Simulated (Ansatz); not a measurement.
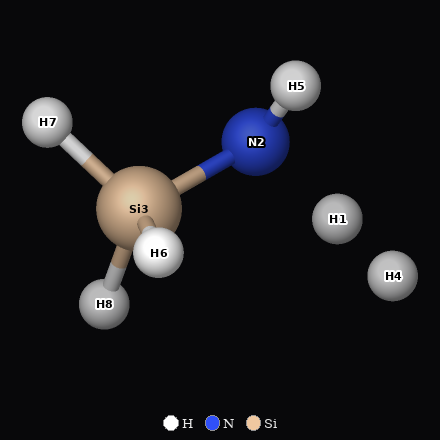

The system is the reacting system H6NSi (fragments H₅NSi + H where the first distance is long, H₂ + H₄NSi where the second is long), spin multiplicity 2; the picture shows the reference structure. 
- Coordinates scanned: (1) distance H1–H4 (bond that forms); (2) distance H1–N2 (bond that breaks).
- Relaxed at each point: all other coordinates.
- The grid has 12 × 12 points.
- Points are written as (first, second).
- Energies: kJ/mol, counted from the lowest grid point.
- In part of the range the unrestricted reference is strongly spin-contaminated.
- Theory: UKS PBE0-D4/def2-SVP in Ansatz.

Its coordinates:

```tsv
atom	x (Å)	y (Å)	z (Å)
H	0.2545	-1.2343	0.9956
N	0.8499	-0.1385	0.4961
Si	-0.1875	0.5243	-0.7714
H	-0.4450	-1.7624	1.4277
H	0.8892	0.4513	1.3344
H	-1.5246	1.0275	-0.3216
H	0.5596	1.6729	-1.3694
H	-0.3962	-0.5409	-1.7915
```

Range: distance H1–H4 (bond that forms) from 0.666 to 2.466 Å; distance H1–N2 (bond that breaks) from 0.918 to 2.118 Å.

**What will the energy surface look like?**

The lowest grid point is at (2.466 Å, 0.978 Å). It lies in a valley that leaves the map towards separated partners. The highest grid point, (2.466 Å, 2.118 Å), lies 418 kJ/mol above the lowest. On the interpolated surface the lowest path from the side where the first distance is long, about (2.47 Å, 1.02 Å), to the side where the second distance is long, (0.756 Å, 2.118 Å), has its top at about (0.86 Å, 1.43 Å), about 59 kJ/mol above the start and 16 kJ/mol above the end.

```csv
"second ↓, first →",0.666,0.756,0.880,1.021,1.174,1.338,1.510,1.689,1.875,2.067,2.264,2.466
2.118,62,41,55,103,169,241,307,355,385,402,412,418
1.983,65,43,56,102,165,233,293,337,364,380,389,394
1.852,70,46,56,99,158,221,274,311,335,348,356,360
1.724,77,50,57,95,148,202,247,277,294,304,309,311
1.600,86,56,57,88,133,177,211,232,244,249,252,253
1.481,98,63,57,78,111,143,167,180,187,190,192,193
1.366,115,72,55,65,85,104,118,125,129,131,132,132
1.257,135,83,54,50,57,65,70,73,75,75,76,75
1.155,163,100,57,39,33,32,31,30,30,30,29,29
1.060,202,128,72,40,23,14,8,5,3,2,2,1
0.978,257,173,104,61,36,21,12,6,3,2,1,0
0.918,317,226,148,98,67,48,37,30,26,24,23,22
```

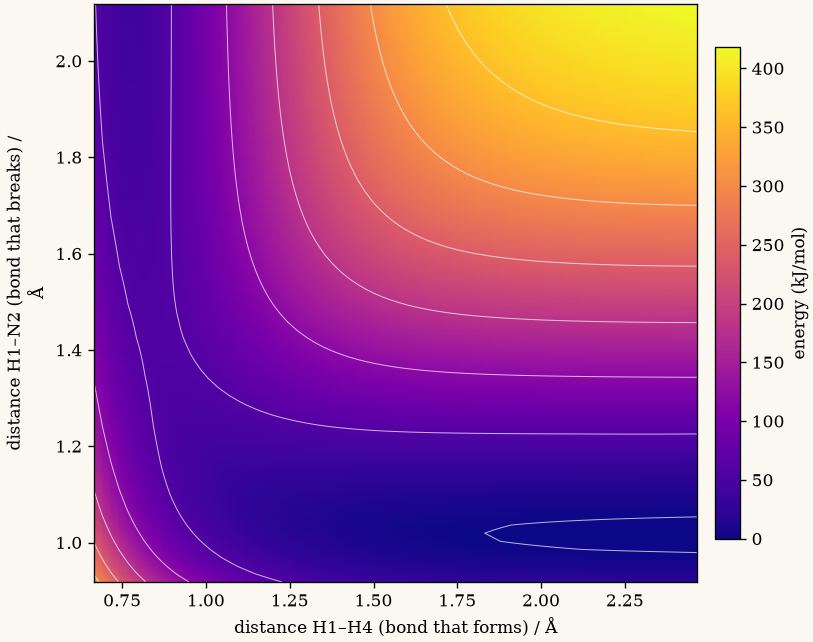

Drawn: a smooth colour map with a few white contour lines. Between grid points the surface is interpolated.

The whole map (144 points run) took 41 min on 1 thread of Arm Neoverse V1 (shared host).
